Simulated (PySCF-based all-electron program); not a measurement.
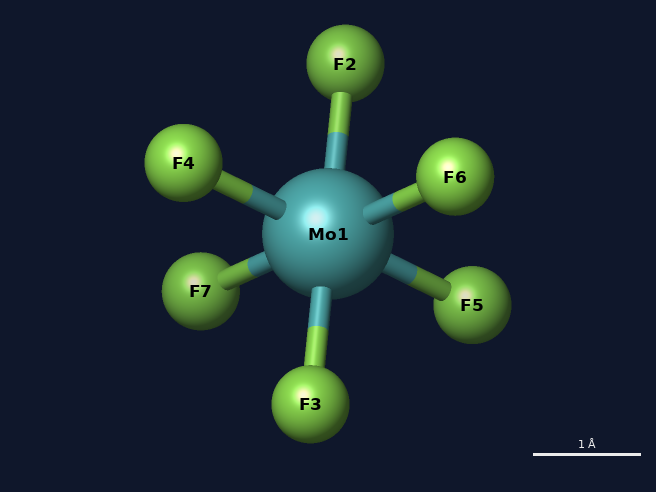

Simulated data, not a measurement (program: PySCF-based all-electron program).

The atoms are numbered. The species is neutral and a spin singlet. Geometry: a fixed input geometry, not necessarily a minimum.

How are the neighbours of atom 1 arranged?

Answer. Mo1 has 6 neighbours (F2 at 1.82, F3 at 1.82, F4 at 1.82, F5 at 1.82, F6 at 1.82, F7 at 1.82 Å); the arrangement is octahedral.
